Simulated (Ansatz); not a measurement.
**Geometry relaxation, with input and output: CH8OSi (part 1 of 2)**

- system: CH8OSi
- method: RKS PBE0-D4/def2-TZVP (Ansatz 0.2.0)

The geometry is a transition state displaced along its imaginary mode. The reaction was set up to form Si1–C7 and O2–H6 and to break Si1–O2 and H6–C7 (atoms counted from 1 in the order of the input); sticks are drawn by distance alone. Figures and captions count atoms from 1; the log counts them from 0 in places.

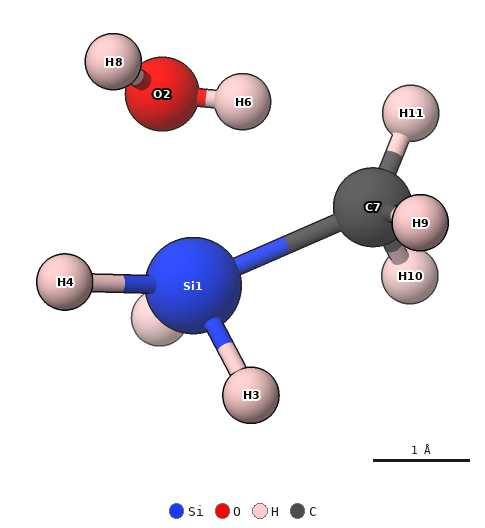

*The starting structure (ball-and-stick view, seen at a tilt; atoms are numbered from 1 in the order of the input).*

Bond lengths as drawn: C–H 1.08 to 1.12 Å, C–Si 2.04 Å, H–O 0.84 to 0.98 Å and H–Si 1.46 to 1.54 Å.

The input:
```yaml
crystal:
  periodic: [false, false, false]
  atoms:
    - {symbol: Si, position_ang: [-0.958182, 0.040507, 0.203165]}
    - {symbol: O, position_ang: [0.598585, 1.036856, 1.048480]}
    - {symbol: H, position_ang: [-1.604941, -1.179707, -0.267174]}
    - {symbol: H, position_ang: [-1.530086, 0.062377, 1.633308]}
    - {symbol: H, position_ang: [-1.522529, 1.229129, -0.466614]}
    - {symbol: H, position_ang: [0.948243, 0.542262, 0.459662]}
    - {symbol: C, position_ang: [0.666224, -0.507614, -0.909140]}
    - {symbol: H, position_ang: [0.694441, 0.770455, 1.983548]}
    - {symbol: H, position_ang: [0.839030, -1.582861, -0.772158]}
    - {symbol: H, position_ang: [0.186426, -0.348972, -1.861913]}
    - {symbol: H, position_ang: [1.682690, -0.062431, -1.051165]}
basis:
  gaussian: {orbitals: def2-TZVP}
hamiltonian: {xc: pbe0, dispersion: d4}
relax: {f_tol: 0.005, max_steps: 200}
```

Hardware: 4 threads of Arm Neoverse V1, 23 GiB of memory available, shared host.

Command:
```bash
ansatz run in.yaml --threads 4 --pin off --events-out ev --progress --plain --max-ram 9574MiB
```

What the program printed:
```
Functional definition: PBE0
  name "PBE0"
  cite "Adamo & Barone, J. Chem. Phys. 110, 6158 (1999) doi:10.1063/1.478522"
  cite "Perdew, Burke & Ernzerhof, Phys. Rev. Lett. 77, 3865 (1996) doi:10.1103/PhysRevLett.77.3865"
  parent pbe
  parameter a = 0.25
  parameter kappa = 0.804
  parameter beta = 0.06672455060314922
  exchange = (1 - a)*pbe_x(kappa = kappa, mu = beta*pi^2/3) + a*exact_x
  correlation = pbe_c(beta = beta)
951 factors; their error is unknown
mean field evaluation 1: about -11076.7196 eV, gradient 6.4e1 eV
mean field evaluation 2: about -11071.5686 eV, gradient 7.9e1 eV
mean field evaluation 4: about -11084.4221 eV, gradient 3.6e0 eV
mean field evaluation 8: about -11084.4761 eV, gradient 4.3e-2 eV
mean field -11084.47612772 eV, -407.3469843659 hartree, gradient 2.3e-5 eV, S^2 0.000000; 0 other end points of the search recorded, 0 dependent functions left out
the calculation of the forces begins
reference -11084.47615727 eV, -407.3469854519 hartree; 18, 18 occupied and 129, 129 virtual orbitals, 951 factors
relax step   1: F+E_penalty+E_count = -11084.61707402 eV  Δ(F+E_penalty+E_count) = +0.000e0 eV  max|allowed force component| = 8.278e0 eV/Å  Δτ_max = 0.0000 Å  (25 SCF iters, accepted)
these checks for a lower state are left out or cut short: starts, cluster_reference, orbital_swaps, neighbouring_geometries, increment
951 factors; their error is unknown
mean field evaluation 16: about -11085.1801 eV, gradient 1.3e1 eV
mean field -11085.56177712 eV, -407.3868812455 hartree, gradient 2.0e-5 eV, S^2 0.000000; 0 other end points of the search recorded, 0 dependent functions left out
[... from here on the field's lines of each further geometry are left out, up to the last ...]
relax step   2: F+E_penalty+E_count = -11085.70154320 eV  Δ(F+E_penalty+E_count) = -1.084e0 eV  max|allowed force component| = 1.353e0 eV/Å  Δτ_max = 0.1945 Å  (28 SCF iters, accepted)
relax step   3: F+E_penalty+E_count = -11086.04339638 eV  Δ(F+E_penalty+E_count) = -3.419e-1 eV  max|allowed force component| = 7.986e-1 eV/Å  Δτ_max = 0.1999 Å  (30 SCF iters, accepted)
relax step   4: F+E_penalty+E_count = -11086.41835461 eV  Δ(F+E_penalty+E_count) = -3.750e-1 eV  max|allowed force component| = 6.711e-1 eV/Å  Δτ_max = 0.1953 Å  (29 SCF iters, accepted)
relax step   5: F+E_penalty+E_count = -11086.63314146 eV  Δ(F+E_penalty+E_count) = -2.148e-1 eV  max|allowed force component| = 4.426e-1 eV/Å  Δτ_max = 0.1948 Å  (29 SCF iters, accepted)
relax step   6: F+E_penalty+E_count = -11086.74736569 eV  Δ(F+E_penalty+E_count) = -1.142e-1 eV  max|allowed force component| = 2.457e-1 eV/Å  Δτ_max = 0.2000 Å  (28 SCF iters, accepted)
relax step   7: F+E_penalty+E_count = -11086.78384287 eV  Δ(F+E_penalty+E_count) = -3.648e-2 eV  max|allowed force component| = 2.312e-1 eV/Å  Δτ_max = 0.2000 Å  (28 SCF iters, accepted)
relax step   8: F+E_penalty+E_count = -11086.80346831 eV  Δ(F+E_penalty+E_count) = -1.963e-2 eV  max|allowed force component| = 2.357e-1 eV/Å  Δτ_max = 0.1993 Å  (27 SCF iters, accepted)
relax step   9: F+E_penalty+E_count = -11086.79783779 eV  Δ(F+E_penalty+E_count) = +5.631e-3 eV  max|allowed force component| = 1.309e0 eV/Å  Δτ_max = 0.1979 Å  (28 SCF iters, rejected (line search))
relax step  10: F+E_penalty+E_count = -11086.81990923 eV  Δ(F+E_penalty+E_count) = -1.644e-2 eV  max|allowed force component| = 2.529e-1 eV/Å  Δτ_max = 0.0964 Å  (29 SCF iters, accepted)
relax step  11: F+E_penalty+E_count = -11086.82739340 eV  Δ(F+E_penalty+E_count) = -7.484e-3 eV  max|allowed force component| = 2.459e-1 eV/Å  Δτ_max = 0.0984 Å  (28 SCF iters, accepted)
relax step  12: F+E_penalty+E_count = -11086.83828830 eV  Δ(F+E_penalty+E_count) = -1.089e-2 eV  max|allowed force component| = 4.433e-2 eV/Å  Δτ_max = 0.1500 Å  (27 SCF iters, accepted)
relax step  13: F+E_penalty+E_count = -11086.84514434 eV  Δ(F+E_penalty+E_count) = -6.856e-3 eV  max|allowed force component| = 9.100e-2 eV/Å  Δτ_max = 0.1420 Å  (27 SCF iters, accepted)
relax step  14: F+E_penalty+E_count = -11086.84794722 eV  Δ(F+E_penalty+E_count) = -2.803e-3 eV  max|allowed force component| = 4.546e-2 eV/Å  Δτ_max = 0.0701 Å  (28 SCF iters, accepted)
relax step  15: F+E_penalty+E_count = -11086.80026082 eV  Δ(F+E_penalty+E_count) = +4.769e-2 eV  max|allowed force component| = 1.888e0 eV/Å  Δτ_max = 0.1991 Å  (28 SCF iters, rejected (line search))
relax step  16: F+E_penalty+E_count = -11086.85238267 eV  Δ(F+E_penalty+E_count) = -4.435e-3 eV  max|allowed force component| = 5.289e-2 eV/Å  Δτ_max = 0.0995 Å  (28 SCF iters, accepted)
relax step  17: F+E_penalty+E_count = -11086.85174036 eV  Δ(F+E_penalty+E_count) = +6.423e-4 eV  max|allowed force component| = 4.289e-1 eV/Å  Δτ_max = 0.0986 Å  (28 SCF iters, rejected (line search))
relax step  18: F+E_penalty+E_count = -11086.85399278 eV  Δ(F+E_penalty+E_count) = -1.610e-3 eV  max|allowed force component| = 3.118e-2 eV/Å  Δτ_max = 0.0493 Å  (28 SCF iters, accepted)
relax step  19: F+E_penalty+E_count = -11086.85516279 eV  Δ(F+E_penalty+E_count) = -1.170e-3 eV  max|allowed force component| = 1.042e-1 eV/Å  Δτ_max = 0.0497 Å  (28 SCF iters, accepted)
relax step  20: F+E_penalty+E_count = -11086.85568632 eV  Δ(F+E_penalty+E_count) = -5.235e-4 eV  max|allowed force component| = 1.983e-1 eV/Å  Δτ_max = 0.0736 Å  (28 SCF iters, accepted)
relax step  21: F+E_penalty+E_count = -11086.85746348 eV  Δ(F+E_penalty+E_count) = -1.777e-3 eV  max|allowed force component| = 1.055e-1 eV/Å  Δτ_max = 0.1125 Å  (27 SCF iters, accepted)
relax step  22: F+E_penalty+E_count = -11086.85750170 eV  Δ(F+E_penalty+E_count) = -3.822e-5 eV  max|allowed force component| = 1.029e-1 eV/Å  Δτ_max = 0.0027 Å  (30 SCF iters, accepted)
relax step  23: F+E_penalty+E_count = -11086.85767823 eV  Δ(F+E_penalty+E_count) = -1.765e-4 eV  max|allowed force component| = 1.307e-1 eV/Å  Δτ_max = 0.0488 Å  (28 SCF iters, accepted)
relax step  24: F+E_penalty+E_count = -11086.85813398 eV  Δ(F+E_penalty+E_count) = -4.557e-4 eV  max|allowed force component| = 7.079e-2 eV/Å  Δτ_max = 0.0225 Å  (28 SCF iters, accepted)
relax step  25: F+E_penalty+E_count = -11086.85876166 eV  Δ(F+E_penalty+E_count) = -6.277e-4 eV  max|allowed force component| = 4.784e-2 eV/Å  Δτ_max = 0.0589 Å  (28 SCF iters, accepted)
relax step  26: F+E_penalty+E_count = -11086.82996572 eV  Δ(F+E_penalty+E_count) = +2.880e-2 eV  max|allowed force component| = 1.029e0 eV/Å  Δτ_max = 0.1962 Å  (28 SCF iters, rejected (line search))
relax step  27: F+E_penalty+E_count = -11086.85913956 eV  Δ(F+E_penalty+E_count) = -3.779e-4 eV  max|allowed force component| = 6.041e-2 eV/Å  Δτ_max = 0.0216 Å  (28 SCF iters, accepted)
relax step  28: F+E_penalty+E_count = -11086.85814000 eV  Δ(F+E_penalty+E_count) = +9.996e-4 eV  max|allowed force component| = 2.856e-1 eV/Å  Δτ_max = 0.0976 Å  (28 SCF iters, rejected (line search))
relax step  29: F+E_penalty+E_count = -11086.85980523 eV  Δ(F+E_penalty+E_count) = -6.657e-4 eV  max|allowed force component| = 4.861e-2 eV/Å  Δτ_max = 0.0488 Å  (28 SCF iters, accepted)
relax step  30: F+E_penalty+E_count = -11086.86064574 eV  Δ(F+E_penalty+E_count) = -8.405e-4 eV  max|allowed force component| = 1.372e-1 eV/Å  Δτ_max = 0.0488 Å  (28 SCF iters, accepted)
relax step  31: F+E_penalty+E_count = -11086.86173931 eV  Δ(F+E_penalty+E_count) = -1.094e-3 eV  max|allowed force component| = 2.673e-1 eV/Å  Δτ_max = 0.0731 Å  (28 SCF iters, accepted)
relax step  32: F+E_penalty+E_count = -11086.86211710 eV  Δ(F+E_penalty+E_count) = -3.778e-4 eV  max|allowed force component| = 5.068e-1 eV/Å  Δτ_max = 0.1058 Å  (27 SCF iters, accepted)
relax step  33: F+E_penalty+E_count = -11086.86589915 eV  Δ(F+E_penalty+E_count) = -3.782e-3 eV  max|allowed force component| = 7.970e-2 eV/Å  Δτ_max = 0.0950 Å  (28 SCF iters, accepted)
relax step  34: F+E_penalty+E_count = -11086.85431816 eV  Δ(F+E_penalty+E_count) = +1.158e-2 eV  max|allowed force component| = 9.615e-1 eV/Å  Δτ_max = 0.1677 Å  (28 SCF iters, rejected (line search))
relax step  35: F+E_penalty+E_count = -11086.86742703 eV  Δ(F+E_penalty+E_count) = -1.528e-3 eV  max|allowed force component| = 3.429e-2 eV/Å  Δτ_max = 0.0354 Å  (29 SCF iters, accepted)
relax step  36: F+E_penalty+E_count = -11086.87031722 eV  Δ(F+E_penalty+E_count) = -2.890e-3 eV  max|allowed force component| = 1.501e-1 eV/Å  Δτ_max = 0.0975 Å  (28 SCF iters, accepted)
relax step  37: F+E_penalty+E_count = -11086.86906202 eV  Δ(F+E_penalty+E_count) = +1.255e-3 eV  max|allowed force component| = 5.017e-1 eV/Å  Δτ_max = 0.1455 Å  (27 SCF iters, rejected (line search))
relax step  38: F+E_penalty+E_count = -11086.87354399 eV  Δ(F+E_penalty+E_count) = -3.227e-3 eV  max|allowed force component| = 4.875e-2 eV/Å  Δτ_max = 0.0726 Å  (27 SCF iters, accepted)
relax step  39: F+E_penalty+E_count = -11086.87551587 eV  Δ(F+E_penalty+E_count) = -1.972e-3 eV  max|allowed force component| = 1.701e-1 eV/Å  Δτ_max = 0.0734 Å  (28 SCF iters, accepted)
relax step  40: F+E_penalty+E_count = -11086.87615667 eV  Δ(F+E_penalty+E_count) = -6.408e-4 eV  max|allowed force component| = 3.489e-1 eV/Å  Δτ_max = 0.1108 Å  (27 SCF iters, accepted)
relax step  41: F+E_penalty+E_count = -11086.87990034 eV  Δ(F+E_penalty+E_count) = -3.744e-3 eV  max|allowed force component| = 1.266e-1 eV/Å  Δτ_max = 0.1363 Å  (27 SCF iters, accepted)
relax step  42: F+E_penalty+E_count = -11086.88238850 eV  Δ(F+E_penalty+E_count) = -2.488e-3 eV  max|allowed force component| = 1.065e-1 eV/Å  Δτ_max = 0.0688 Å  (28 SCF iters, accepted)
relax step  43: F+E_penalty+E_count = -11086.88192555 eV  Δ(F+E_penalty+E_count) = +4.630e-4 eV  max|allowed force component| = 2.506e-1 eV/Å  Δτ_max = 0.0480 Å  (28 SCF iters, rejected (line search))
relax step  44: F+E_penalty+E_count = -11086.88304484 eV  Δ(F+E_penalty+E_count) = -6.563e-4 eV  max|allowed force component| = 1.493e-2 eV/Å  Δτ_max = 0.0239 Å  (28 SCF iters, accepted)
relax step  45: F+E_penalty+E_count = -11086.88327028 eV  Δ(F+E_penalty+E_count) = -2.254e-4 eV  max|allowed force component| = 8.257e-3 eV/Å  Δτ_max = 0.0244 Å  (28 SCF iters, accepted)
relax step  46: F+E_penalty+E_count = -11086.88321439 eV  Δ(F+E_penalty+E_count) = +5.589e-5 eV  max|allowed force component| = 9.529e-2 eV/Å  Δτ_max = 0.0460 Å  (28 SCF iters, rejected (line search))
relax step  47: F+E_penalty+E_count = -11086.88327433 eV  Δ(F+E_penalty+E_count) = -4.052e-6 eV  max|allowed force component| = 3.493e-2 eV/Å  Δτ_max = 0.0230 Å  (28 SCF iters, accepted)
relax step  48: F+E_penalty+E_count = -11086.88331371 eV  Δ(F+E_penalty+E_count) = -3.938e-5 eV  max|allowed force component| = 6.399e-2 eV/Å  Δτ_max = 0.0355 Å  (28 SCF iters, accepted)
relax step  49: F+E_penalty+E_count = -11086.88339107 eV  Δ(F+E_penalty+E_count) = -7.735e-5 eV  max|allowed force component| = 4.346e-2 eV/Å  Δτ_max = 0.0210 Å  (29 SCF iters, accepted)
the calculation of the forces begins
reference -11086.75946598 eV, -407.4308954993 hartree; 18, 18 occupied and 129, 129 virtual orbitals, 951 factors
relax step  50: F+E_penalty+E_count = -11086.88344834 eV  Δ(F+E_penalty+E_count) = -5.728e-5 eV  max|allowed force component| = 9.205e-4 eV/Å  Δτ_max = 0.0069 Å  (30 SCF iters, accepted)
```

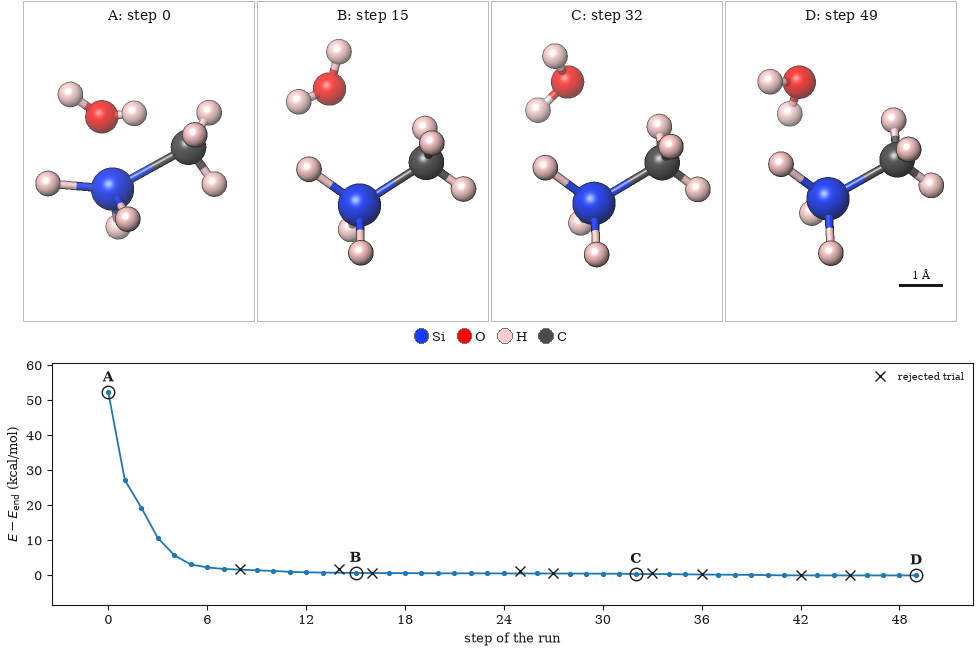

*Frames of the relaxation (ball-and-stick view, seen at a tilt) above the curves, on which the letters mark them (the first geometry is step 0 here and step 1 in the log).*
